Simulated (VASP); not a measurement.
Band structure of PbS (space group Fm-3m). Method: PBE GGA, VASP's PBE PAW potentials (set 64) (plane waves; VASP 6.6.1).

Unless said otherwise, spin-orbit coupling is left out, though it shifts the bands of the heavy elements here.

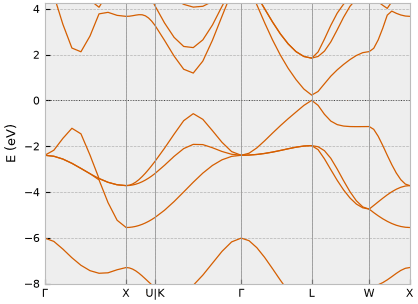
*Bands along high-symmetry lines, zero at the valence-band maximum or, without a gap, the Fermi level*

Read the plot: is there a gap, and where are the band edges?

The gap is direct, 0.23 eV, from the valence maximum at L to the conduction minimum at L.

The structure is a typed PbS crystal. The cell was not relaxed at this level.
